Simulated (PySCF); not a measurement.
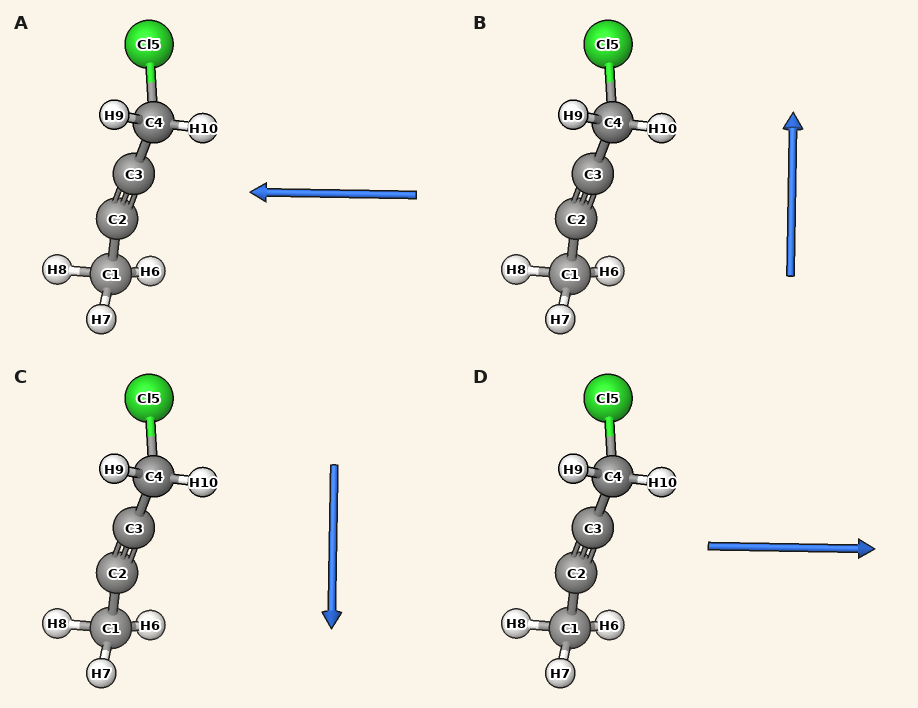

The same molecule four times, each with an arrow. Geometry: a frame of a GFN2-xTB molecular-dynamics simulation, not a minimum. Properties computed with PBE0/pcSseg-1, gas phase (PySCF 2.14.0).

> Which arrow points along the dipole moment, from the negative to the positive end?

C. The dipole moment is 2.38 D; it points from the side of Cl5 to the side of H7 (the outermost atoms at the two ends).
